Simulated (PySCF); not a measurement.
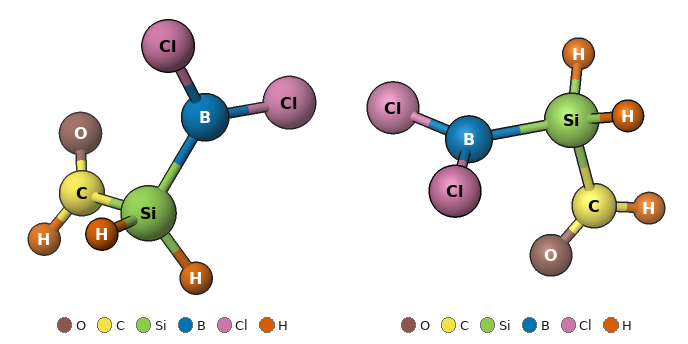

Both panels show the same species.

**What is the molecular formula?**

CH3BCl2OSi, 9 atoms: 1 carbon, 3 hydrogen, 1 boron, 2 chlorine, 1 oxygen and 1 silicon.

**How many bonds of each kind are drawn?**

2 B–Cl, 2 Si–H, 1 C–O, 1 C–Si, 1 B–Si, 1 C–H.

**What is its SMILES?**

O=C[SiH2]B(Cl)Cl

**Name functional groups in it.**

Among them: Si–H bond.

**Does it have rings?**

It has no ring.

The parts below concern this one geometry. Atoms keep their numbers from picture to picture. The geometry was computed by an optimisation with PBE0-D3(BJ)/def2-SVP. No frequency run is at hand to confirm it as a minimum.

### Shape

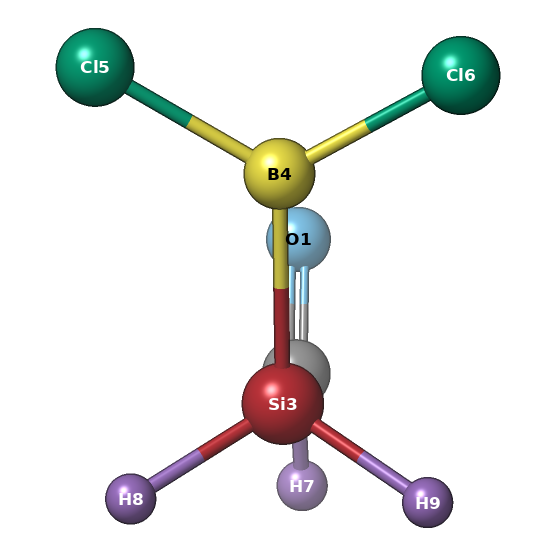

C2 lies behind Si3. The molecule seen nearly along the Si3–C2 bond, Si3 in front. Distant atoms are faded towards the background colour. No frequency run is at hand to confirm it as a minimum.

**What is the torsion angle B4–Si3–C2–O1? The sign is positive where the front bond must turn clockwise to cover the back bond.**

−1°, synperiplanar (eclipsed).

### Dipole moment

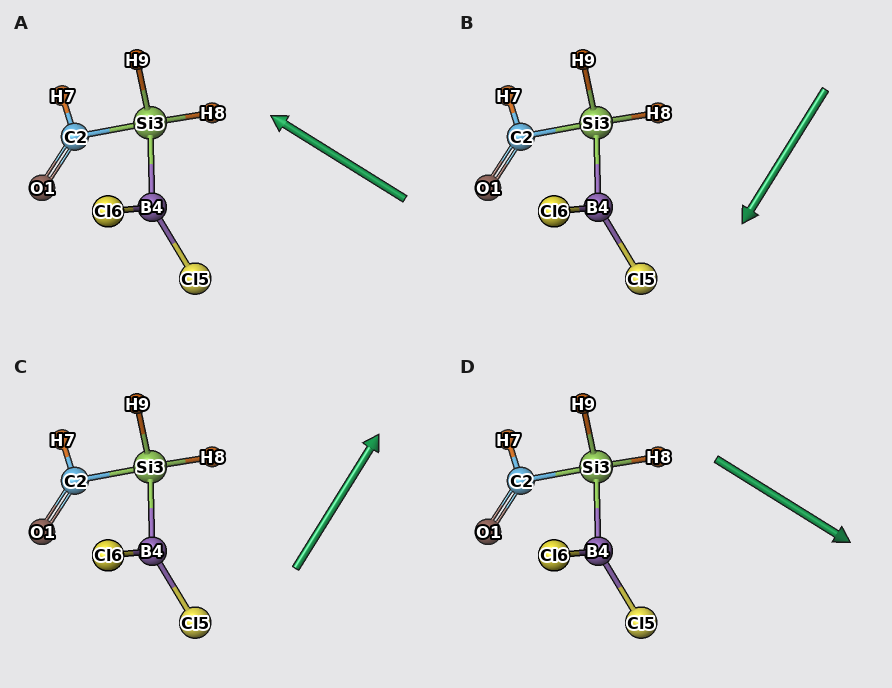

The same molecule four times, each with an arrow. No frequency run is at hand to confirm it as a minimum. Level of theory: BHandHLYP/pcSseg-2, gas phase (PySCF 2.14.0).

**Which arrow points along the dipole moment, from the negative to the positive end?**

C. The dipole moment is 2.74 D; it points from the side of O1, Cl5, Cl6 to the side of H8, H9 (the outermost atoms at the two ends).

### Polarisability

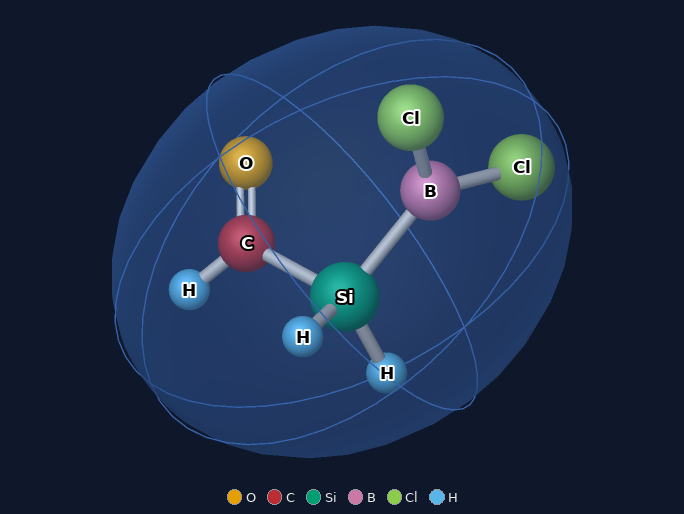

The ellipsoid shows the static dipole polarisability: its half-axes are proportional to the principal values. No frequency run is at hand to confirm it as a minimum. Computed with LDA/def2-SVPD (PySCF 2.14.0).

**How large and how anisotropic is the polarisability?**

Principal values 83.7, 89.3, 103.7 bohr³; mean 92.2 bohr³ (13.67 Å³); anisotropy 17.9 bohr³, so the longest axis is 1.24 times the shortest.

### NMR shielding

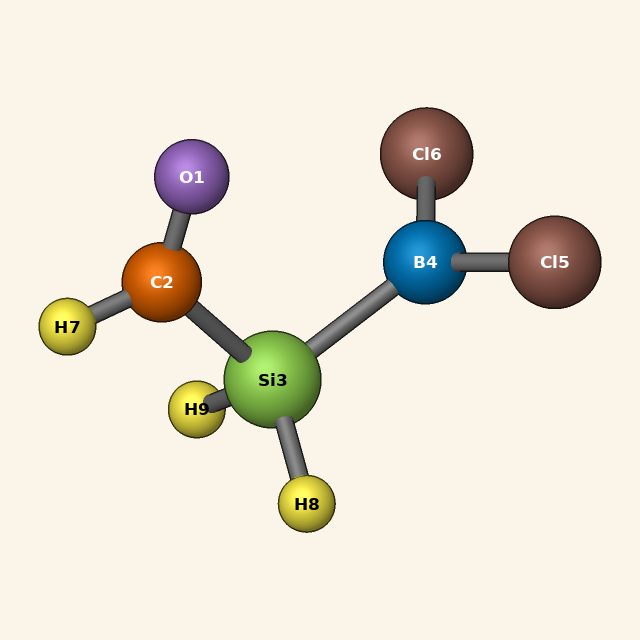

No frequency run is at hand to confirm it as a minimum. Level of theory: GIAO mPW1PW91/pcSseg-2 NMR shielding, non-relativistic, gas phase (PySCF 2.14.0). Principal shieldings σ11 ≤ σ22 ≤ σ33, span Ω = σ33 − σ11, skew κ = 3(σiso − σ22)/Ω.

Give the shielding tensors of the Si atoms.

```tsv
atom	σ11	σ22	σ33	σiso	Ω	κ
Si3	390.8	397.4	456.3	414.8	65.5	0.80
```

Shieldings and span in ppm.
